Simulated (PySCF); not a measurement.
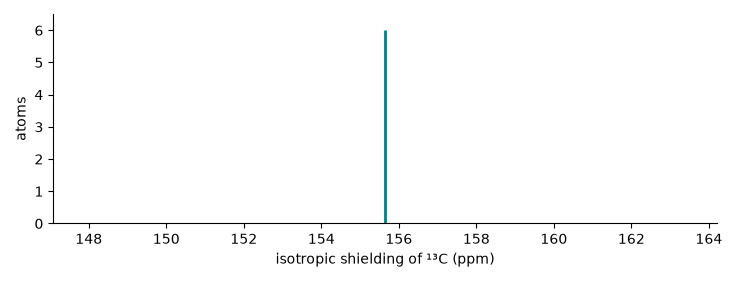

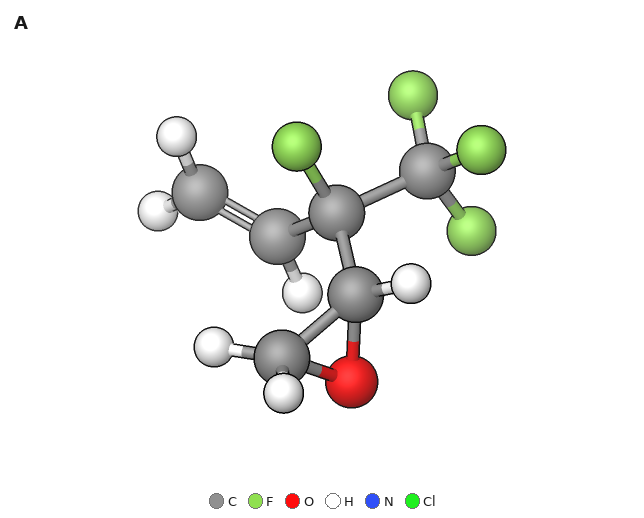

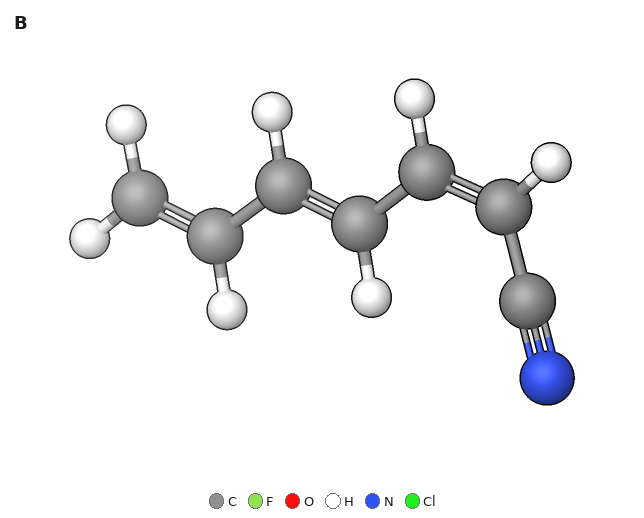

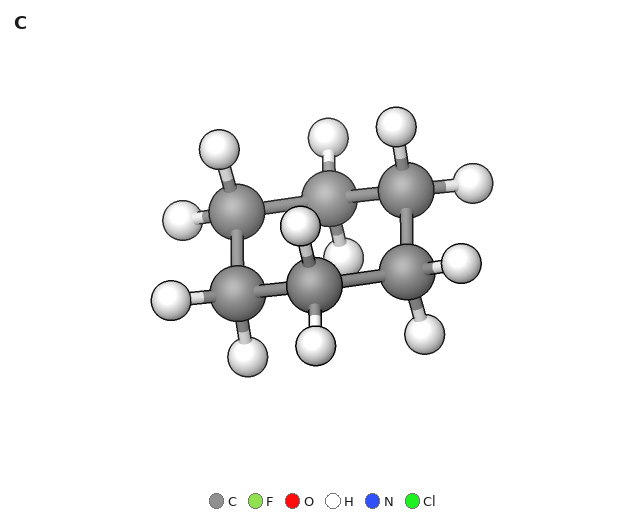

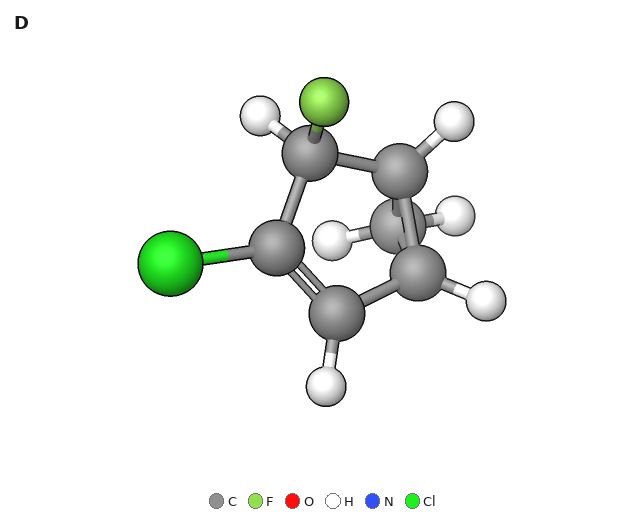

The sticks are computed shieldings of one of the molecules, for one fixed geometry (PBE0-D3(BJ)/def2-SVP) without averaging over rotations. Low shielding means a high chemical shift. Method: GIAO PBE0/pcSseg-1 NMR shielding, non-relativistic, IEF-PCM benzene (PySCF 2.14.0).

### Match the spectrum to a structure.

C, `C1CCCCC1`. Its 6 C atoms give lines at 155.6 (6 atoms) ppm.
